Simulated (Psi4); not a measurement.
**SiNH2Cl3 (SMILES N[Si](Cl)(Cl)Cl): a chain of runs**

Aim: a series of 10 runs (PBE-D4/def2-SVP, PBE0-D4/def2-TZVP, PBE-D4/def2-TZVPP, r2SCAN-D4/def2-TZVPP, B3LYP-D4/def2-TZVPP, PBE0-D4/def2-TZVPP, wB97M-V/def2-TZVPP, CCSD(T)/def2-TZVPP, and more) of SiNH2Cl3. Input form: a Python script.

Program for the calculation: Psi4 1.11.

### 1 The structure to begin with

SiNH2Cl3 has 7 atoms, charge 0, and is taken as a singlet. SMILES: `N[Si](Cl)(Cl)Cl`. The coordinates come from a GFN2-xTB, rattled relaxation. The run starts from this shape.

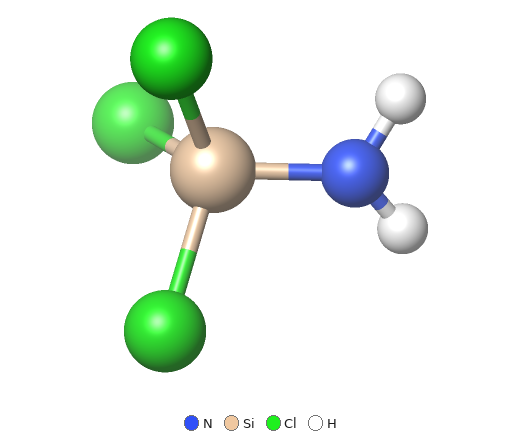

The structure, seen from a chosen angle (nitrogen blue, silicon light orange, chlorine green, hydrogen white).

### 2 A structure relaxation at PBE-D4/def2-SVP (density fitting) (run 1)

File calc.py:

```python
import psi4

psi4.set_memory('4400 MB')
psi4.set_num_threads(2)
psi4.core.set_output_file('cl3h2nsi.out', False)

geom = psi4.geometry("""
0 1
N      0.038497     0.886588     0.609852
Si    -0.035059    -0.446322    -0.402468
Cl     0.354997    -2.269448     0.494920
Cl    -1.942320    -0.481500    -1.104139
Cl     1.316544    -0.130311    -1.863041
H      0.949839     1.250121     0.921356
H     -0.597855     1.150075     1.290888
symmetry c1
""")

options = {'basis': 'def2-SVP', 'reference': 'rks', 'scf_type': 'df', 'geom_maxiter': 60, 'max_force_g_convergence': 0.0005}
psi4.set_options(options)

energy_value = psi4.optimize('PBE-D4', molecule=geom)
print('E =', round(energy_value, 9))
geom.save_xyz_file('final.xyz', False)
```

Launch:

```console
$ python calc.py
```

cl3h2nsi.out:

```text
[...]
  Running in c1 symmetry.
[...]
  Nuclear repulsion =  445.411528356353699
[...]
  Multiplicity = 1
[...]
  Nalpha       = 37
  Nbeta        = 37
[...]
    Number of basis functions: 96
[...]
   @DF-RKS iter   1: -1724.55895609166305    3.55076e-01   9.07279e-03 ADIIS/DIIS
[...]
   @DF-RKS iter   7: -1724.89560706705652   -1.43245e-11   4.98616e-09 DIIS
[...]
  @DF-RKS Final Energy: -1724.89560706705652
   => Energetics <=
    Nuclear Repulsion Energy =            439.8102909002440697
    One-Electron Energy =               -3259.5742920710317776
    Two-Electron Energy =                1207.5114880157673269
    DFT Exchange-Correlation Energy =    -112.6332049105050999
    Empirical Dispersion Energy =          -0.0098890015311159
    VV10 Nonlocal Energy =                  0.0000000000000000
    Total Energy =                      -1724.8956070670565168
[...]
  -Total Gradient:
     Atom            X                  Y                   Z
    ------   -----------------  -----------------  -----------------
       1       -0.000053130192    -0.000387918952     0.000590571530
       2       -0.000142821776     0.000357550174     0.000212609356
       3       -0.000001660095    -0.000069720271    -0.000027422290
       4       -0.000087467083    -0.000022378582    -0.000069458455
       5        0.000177094336     0.000042675275    -0.000207521800
       6        0.000029369488    -0.000012775800    -0.000292307168
       7        0.000046816811     0.000071786567    -0.000324047608
[...]
```

On the terminal:

```text
Some dependencies such as QCElemental have not yet finished migration to pydantic v2. If issues are encountered please downgrade pydantic or upgrade QCElemental as appropriate
	Previous geometry is closer to target in internal coordinates, so using that one.

	Best geometry has RMS(Delta(q)) = 2.19e-05

Optimizer: Optimization complete!
E = -1724.895607067
```

Run time: 32 s. Hardware: 2 threads of Intel Xeon Platinum 8259CL at 2.50GHz (Skylake/Cascade Lake), shared host; peak memory 0.63 GiB.

Step by step:

```
step  energy from the first frame kept (eV)  largest force (eV/Å)
   0                                 0.0000                2.8555
   1                                -0.1584                0.5353
   2                                -0.1703                0.1491
   3                                -0.1721                0.0398
   4                                -0.1723                0.0364
```

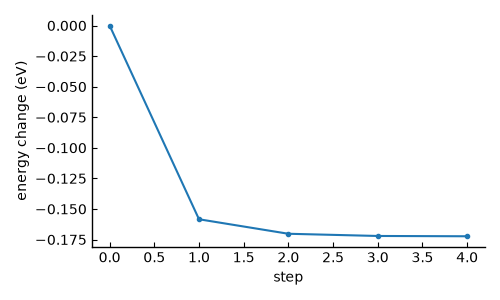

Energy along the run.

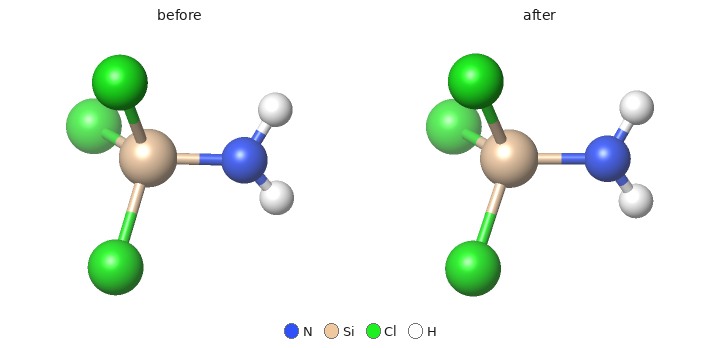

Before and after, at one scale.

After the run. Bond lengths: N1–Si2 1.708 Å, Si2–Cl3 2.075 Å, Si2–Cl4 2.061 Å, Si2–Cl5 2.062 Å, N1–H6 1.022 Å, N1–H7 1.022 Å. Angles: N1–Si2–Cl3 115.8°, N1–Si2–Cl4 108.2°, N1–Si2–Cl5 107.9°, Cl3–Si2–Cl4 106.8°, Cl3–Si2–Cl5 106.9°, Cl4–Si2–Cl5 111.4°, Si2–N1–H6 119.8°, Si2–N1–H7 120.2°, H6–N1–H7 112.7°.

### 3 A structure relaxation at PBE0-D4/def2-TZVP (density fitting) (run 2)

File cl3h2nsi.py:

```python
import psi4

psi4.set_memory(4400000000)
psi4.set_num_threads(2)
psi4.core.set_output_file('psi4.out', False)

molecule = psi4.geometry("""
0 1
N      0.071956     0.942370     0.652938
Si    -0.040835    -0.414558    -0.378912
Cl     0.348622    -2.252304     0.501821
Cl    -1.963532    -0.502300    -1.117313
Cl     1.335790    -0.174439    -1.895280
H      0.990357     1.282831     0.945265
H     -0.653523     1.118546     1.350706
symmetry c1
""")

psi4.set_options({
    'basis': 'def2-TZVP',
    'scf_type': 'df',
    'geom_maxiter': 50,
    'max_force_g_convergence': 0.0002,
})

result = psi4.optimize("pbe0-d4")
print(f'total energy {result:.8f} hartree = {result * 27.211386:.5f} eV')
print(molecule.to_string(dtype='xyz', units='Angstrom'))
```

Launch:

```console
$ python cl3h2nsi.py
```

psi4.out:

```text
[...]
  Running in c1 symmetry.
[...]
  Nuclear repulsion =  439.810300184130710
[...]
  Multiplicity = 1
[...]
  Nalpha       = 37
  Nbeta        = 37
[...]
    Number of basis functions: 191
[...]
   @DF-RKS iter   1: -1725.42201274322429    3.78697e-02   4.63705e-03 ADIIS/DIIS
[...]
   @DF-RKS iter   7: -1725.69737632946772   -1.61435e-11   6.92782e-09 DIIS
[...]
  @DF-RKS Final Energy: -1725.69737632946772
   => Energetics <=
    Nuclear Repulsion Energy =            446.4504078158929019
    One-Electron Energy =               -3273.9794204670783984
    Two-Electron Energy =                1187.1203403531719687
    DFT Exchange-Correlation Energy =     -85.2801463033450915
    Empirical Dispersion Energy =          -0.0085577281091292
    VV10 Nonlocal Energy =                  0.0000000000000000
    Total Energy =                      -1725.6973763294677155
[...]
  -Total Gradient:
     Atom            X                  Y                   Z
    ------   -----------------  -----------------  -----------------
       1       -0.000160339809     0.000440838719    -0.000324428562
       2        0.000001664751    -0.000201479827    -0.000031000850
       3       -0.000038063550     0.000016289484    -0.000109573775
       4        0.000081739650     0.000013541830     0.000035849844
       5       -0.000043511379     0.000000050707     0.000061840388
       6        0.000142050394    -0.000128531476     0.000107185389
       7       -0.000010234542    -0.000128461164     0.000170310616
[...]
```

On the terminal:

```text
Some dependencies such as QCElemental have not yet finished migration to pydantic v2. If issues are encountered please downgrade pydantic or upgrade QCElemental as appropriate
Optimizer: Optimization complete!
total energy -1725.69737633 hartree = -46958.61743 eV
7
0 1 Cl3H2NSi
N                     0.135795363373     1.577949575534     1.222912917690
Si                    0.023571245189     0.243110187617     0.201033387447
Cl                    0.406615761025    -1.564575785540     1.071762397746
Cl                   -1.870583692058     0.156049731010    -0.526307123666
Cl                    1.377537592642     0.476289965325    -1.294599816622
H                     1.038495400030     1.918964252615     1.512282882227
H                    -0.580711322493     1.753901383425     1.908835502865
```

It took 55 s on 2 threads of Intel Xeon Platinum 8259CL at 2.50GHz (Skylake/Cascade Lake), shared host; peak memory 1.2 GiB.

Step by step:

```
step  energy from the first frame kept (eV)  largest force (eV/Å)
   0                                 0.0000                0.6525
   1                                -0.0474                0.1701
   2                                -0.0496                0.0468
   3                                -0.0498                0.0293
```

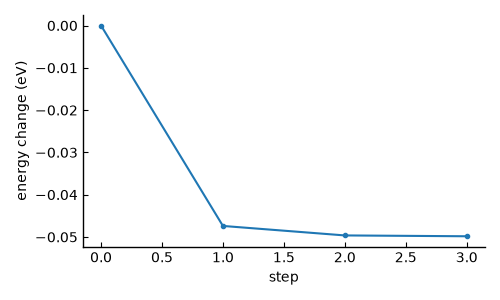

Energy along the run.

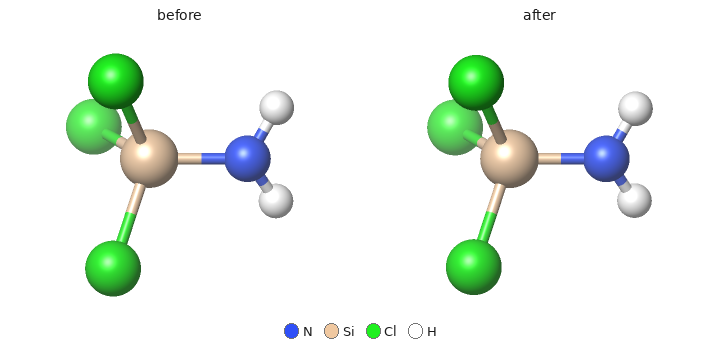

Before and after, at one scale.

After the run. Bond lengths: N1–Si2 1.685 Å, Si2–Cl3 2.043 Å, Si2–Cl4 2.031 Å, Si2–Cl5 2.031 Å, N1–H6 1.007 Å, N1–H7 1.007 Å. Angles: N1–Si2–Cl3 115.5°, N1–Si2–Cl4 108.3°, N1–Si2–Cl5 108.1°, Cl3–Si2–Cl4 106.8°, Cl3–Si2–Cl5 106.9°, Cl4–Si2–Cl5 111.3°, Si2–N1–H6 120.1°, Si2–N1–H7 120.3°, H6–N1–H7 112.5°.

Runs 3 to 4 aren't shown in full; the table further down has their settings and results.

### 4 The energy at r2SCAN-D4/def2-TZVPP (density fitting) (run 5)

File cl3h2nsi.py:

```python
import psi4

psi4.set_memory('4400 MB')
psi4.set_num_threads(2)
psi4.core.set_output_file('output.dat', False)

m = psi4.geometry("""
0 1
N
Si 1 1.684824
Cl 2 2.042699 1 115.47349
Cl 2 2.030868 1 108.25875 3 119.66941
Cl 2 2.03089 1 108.13723 4 120.68231
H 1 1.007419 2 120.13822 4 -165.69418
H 1 1.007388 6 112.49592 2 150.59665
units angstrom
symmetry c1
""")

psi4.set_options(dict(basis='def2-TZVPP', scf_type='df', dft_radial_points=99, dft_spherical_points=590))

e_tot = psi4.energy("r2scan-d4", molecule=m)
print('E =', round(e_tot, 9))
```

Launch:

```console
$ python cl3h2nsi.py
```

output.dat:

```text
[...]
  Running in c1 symmetry.
[...]
  Nuclear repulsion =  446.450446495300355
[...]
  Multiplicity = 1
[...]
  Nalpha       = 37
  Nbeta        = 37
[...]
    Number of basis functions: 227
[...]
   @DF-RKS iter   1: -1725.81299518433775    2.58653e-01   4.48416e-03 DIIS/ADIIS
[...]
   @DF-RKS iter   9: -1726.18719556347446   -2.23105e-07   5.05347e-07 DIIS
[...]
  @DF-RKS Final Energy: -1726.18719556347446
   => Energetics <=
    Nuclear Repulsion Energy =            446.4504464953003549
    One-Electron Energy =               -3273.9432243907831435
    Two-Electron Energy =                1214.7258858286440955
    DFT Exchange-Correlation Energy =    -113.4180378807567848
    Empirical Dispersion Energy =          -0.0022656158786511
    VV10 Nonlocal Energy =                  0.0000000000000000
    Total Energy =                      -1726.1871955634744609
[...]
 Multipole Moments:
 ------------------------------------------------------------------------------------
     Multipole            Electronic (a.u.)      Nuclear  (a.u.)        Total (a.u.)
 ------------------------------------------------------------------------------------
 L = 1.  Multiply by 2.5417464519 to convert [e a0] to [Debye]
 Dipole X            :          0.0022131           -0.0036551           -0.0014420
 Dipole Y            :          0.2755440           -0.4949612           -0.2194172
 Dipole Z            :          4.8745871           -5.8001901           -0.9256029
 Magnitude           :                                                    0.9512554
[...]
```

On the terminal:

```text
E = -1726.187195563
```

Run time: 59 s. Hardware: 2 threads of Intel Xeon Platinum 8259CL at 2.50GHz (Skylake/Cascade Lake), shared host; peak memory 2.5 GiB.

Runs 6 to 9 aren't shown in full; the table further down has their settings and results.

### 5 A single-point energy at MP2/def2-QZVPP (density fitting, density fitting for correlation) (run 10)

File calc.py:

```python
import psi4

psi4.set_memory('4400 MB')
psi4.set_num_threads(2)
psi4.set_output_file('psi4.out', False)

m = psi4.geometry("""
N      0.13534219     1.73300358     1.20757846
Si    -0.07673044    -0.78947844    -0.72349487
Cl     0.64711781    -4.20550990     0.92194446
Cl    -3.65616463    -0.95399800    -2.09796827
Cl     2.48189448    -0.34883210    -3.54983163
H      1.84119796     2.37742664     1.75440851
H     -1.21865981     2.06550278     2.50378318
units au
symmetry c1
""")

psi4.set_options(dict(basis='def2-QZVPP', scf_type='df', num_frozen_docc=21))

result, w = psi4.energy('mp2', molecule=m, return_wfn=True)
print('E =', round(result, 9))
```

Launch:

```console
$ python calc.py
```

psi4.out:

```text
[...]
  Running in c1 symmetry.
[...]
  Nuclear repulsion =  446.450415838209551
[...]
  Multiplicity = 1
[...]
  Nalpha       = 37
  Nbeta        = 37
[...]
    Number of basis functions: 397
[...]
   @DF-RHF iter   1: -1723.25978976417809   -1.94191e-01   1.41993e-03 ADIIS/DIIS
[...]
   @DF-RHF iter  11: -1723.37682239880405   -3.22871e-11   4.13414e-09 DIIS
[...]
  @DF-RHF Final Energy: -1723.37682239880405
   => Energetics <=
    Nuclear Repulsion Energy =            446.4504158382095511
    One-Electron Energy =               -3272.9924660696915453
    Two-Electron Energy =                1103.1652278326778287
    Total Energy =                      -1723.3768223988040518
[...]
 Multipole Moments:
 ------------------------------------------------------------------------------------
     Multipole            Electronic (a.u.)      Nuclear  (a.u.)        Total (a.u.)
 ------------------------------------------------------------------------------------
 L = 1.  Multiply by 2.5417464519 to convert [e a0] to [Debye]
 Dipole X            :         -0.3881421            0.5083994            0.1202572
 Dipole Y            :         -3.7079760            4.2973155            0.5893395
 Dipole Z            :         -3.1513979            3.8938165            0.7424186
 Magnitude           :                                                    0.9554937
[...]
```

The script printed:

```text
E = -1724.354010121
```

It took 21 s on 2 threads of Intel Xeon Platinum 8259CL at 2.50GHz (Skylake/Cascade Lake), shared host; peak memory 1.5 GiB.

### 6 The series

```
run                                                                  level  geom maxiter  max force g convergence   energy (Eh)  dipole moment (D)  HOMO energy (eV)  LUMO energy (eV)  wall time
  1                                      PBE-D4/def2-SVP (density fitting)            60                   0.0005  -1724.895607               2.62             -6.63             -0.72       32 s
  2                                    PBE0-D4/def2-TZVP (density fitting)            50                   0.0002  -1725.697376               2.42             -8.36              0.23       55 s
  3                                    PBE0-D4/def2-TZVP (density fitting)             –                        –  -1725.697376               2.42                 –                 –    8.5 min
  4                                    PBE-D4/def2-TZVPP (density fitting)             –                        –  -1725.556632               2.36             -6.88             -0.78       22 s
  5                                 r2SCAN-D4/def2-TZVPP (density fitting)             –                        –  -1726.187196               2.42             -7.23             -0.34       59 s
  6                                  B3LYP-D4/def2-TZVPP (density fitting)             –                        –  -1726.402042               2.38             -8.09             -0.07       23 s
  7                                   PBE0-D4/def2-TZVPP (density fitting)             –                        –  -1725.699362               2.41             -8.37              0.23       22 s
  8                                   wB97M-V/def2-TZVPP (density fitting)             –                        –  -1726.229377               2.38            -10.77              1.93       66 s
  9  CCSD(T)/def2-TZVPP (density fitting, density fitting for correlation)             –                        –  -1724.314075                  –            -11.93              3.28     11 min
 10      MP2/def2-QZVPP (density fitting, density fitting for correlation)             –                        –  -1724.354010                  –            -11.95              2.56       21 s
```

### 7 Outcome

```
                                                            quantity           value
                                run 10, MP2/def2-QZVPP: total energy  -1724.35401 Eh
         run 10, MP2/def2-QZVPP: HOMO energy (Hartree–Fock orbitals)       -11.95 eV
         run 10, MP2/def2-QZVPP: LUMO energy (Hartree–Fock orbitals)         2.56 eV
       run 10, MP2/def2-QZVPP: HOMO–LUMO gap (Hartree–Fock orbitals)        14.50 eV
run 10, MP2/def2-QZVPP: correlation energy (21 core orbitals frozen)      -977.2 mEh
```

In words: Over runs 3, 4, 5, 6, 7, 8 the dipole moment (its size) runs from 2.36 D (PBE-D4/def2-TZVPP) to 2.42 D (PBE0-D4/def2-TZVP). The two ends differ in method and basis. Over runs 4, 5, 6, 7, 8 the HOMO–LUMO gap runs from 6.10 eV (PBE-D4/def2-TZVPP) to 12.70 eV (wB97M-V/def2-TZVPP). Totals of different functionals can't be ranked against each other. All runs together took 24 min, the longest 11 min.
